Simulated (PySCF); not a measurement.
## Electronic structure of C$_{5}$H$_{11}$NSi in real space

The calculation's input:

```
{"job": {"kind": "nmr", "xc": "PBE0", "basis": "pcSseg-1"}, "charge": 0, "multiplicity": 1}
C      2.220158    -0.162865    -0.109982
C      1.256463     0.395986     0.954502
C      0.009079    -0.455023     0.643942
N     -1.233769     0.248473     0.803740
C     -2.341145    -0.092354    -0.043831
C     -1.644255     1.203193    -0.188693
Si     0.787320    -1.008628    -1.046273
H      2.932932    -0.864074     0.320080
H      2.793685     0.603381    -0.626481
H      1.035312     1.447108     0.770244
H      1.614519     0.301418     1.978994
H     -0.043296    -1.310520     1.327884
H     -2.181804    -0.839475    -0.817864
H     -3.307523    -0.136131     0.439398
H     -2.102593     2.102991     0.198845
H     -1.023820     1.352559    -1.066187
H      0.851091    -2.450588    -1.275715
H      0.368885    -0.329135    -2.274259
```

Launched as:

```sh
OMP_NUM_THREADS=1 python probes_run.py task.json out
```

Geometry: GFN2-xTB.

These are results of PBE0/pcSseg-1, SCF density, gas phase, non-relativistic in PySCF, not measurements.

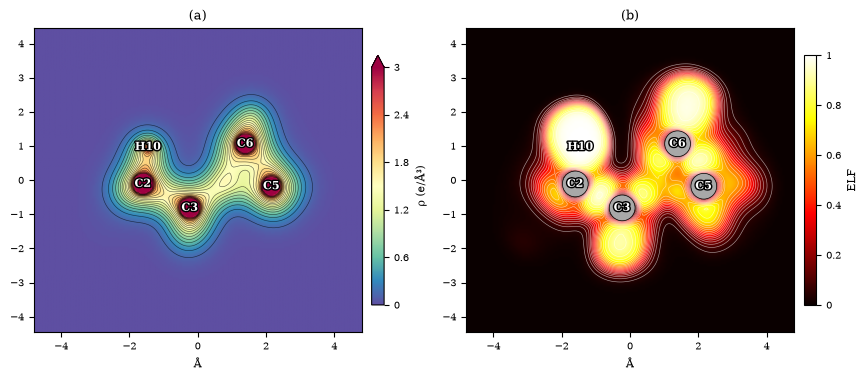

Figure 1. (a) electron density; (b) electron localisation function on the plane of atoms C3, C2 and H10. Grey discs cover the atomic cores in the ELF map.

What do the fields say about this system?

Answer.
- Atoms in the plane: C and H.
- C–C (1.48 Å): ρ is about 1.7 e/Å³ halfway; the ELF peaks at about 0.85 between the atoms; localised, covalent bonding.
- C–H (1.09 Å): the density is about 2 e/Å³ at the midpoint; the ELF climbs to about 1 towards the hydrogen, as it does in any bond to H (a covalent bond by its length).
- C–C (1.54 Å): ρ at the midpoint is about 1.6 e/Å³; the ELF peaks at about 0.95 between the atoms: localised, covalent bonding.

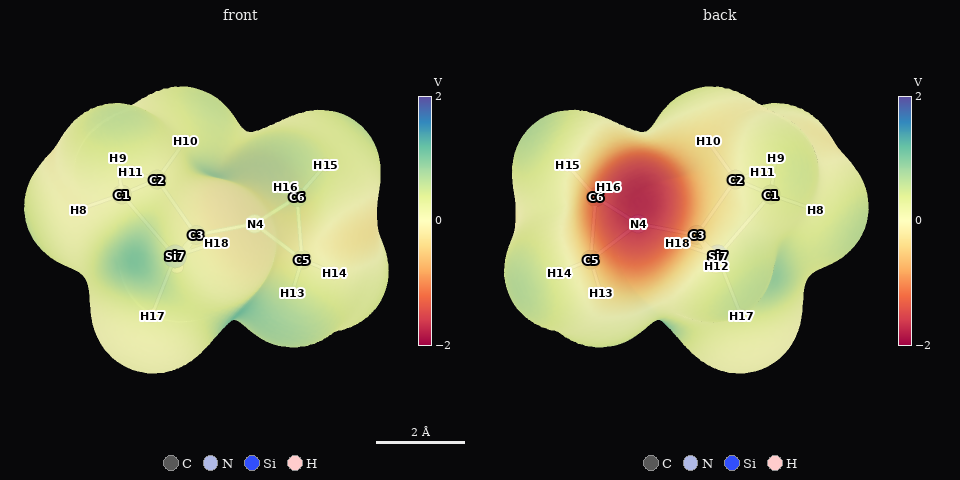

Figure 2. The molecular electrostatic potential painted on the density surface at 0.002 e/bohr³, seen from the front and from behind; red is negative and blue positive.

Where is the surface potential most negative and most positive?

Answer. The most negative region (about −1.8 V) lies over N4, the most positive (about +1.1 V) over Si7. N4 is the likeliest acceptor of a hydrogen bond.

How polar is the molecule by this calculation?

Answer. Its dipole moment is 0.83 D.
